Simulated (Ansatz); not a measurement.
## Ti: response to strain

The reference is Ti in the hcp (Mg type) structure (space group P6_3/mmc, No. 194; a = 2.9395 Å, c = 4.6539 Å; relaxed with 0.1 eV smearing).

Strains are applied to the cell and any free atomic positions relax.

Computed with Ansatz (a quantum-chemistry and plane-wave program), PBE, PAW, cutoff 420 eV, no spin-orbit coupling, earlier PAW set.

Notes on the quantities. energy relative to the base: free energy F.

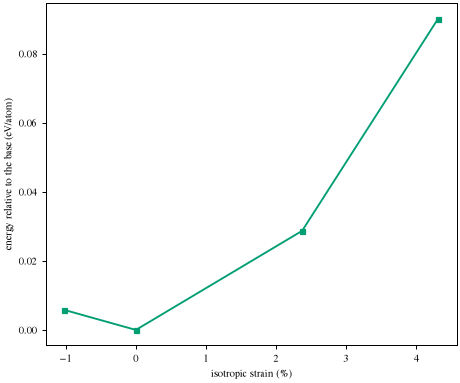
Fig. 1. Energy relative to the base against isotropic strain

Task: From the plot, what is the energy relative to the base for isotropic strain −1.02 %?

Result: About 0.006 eV/atom.

Task: Is the trend monotonic over the range shown?

Result: No, it turns within the range, spanning 0 meV/atom to +90 meV/atom.

No phonon test of stability was made. All final runs are without spin polarisation.
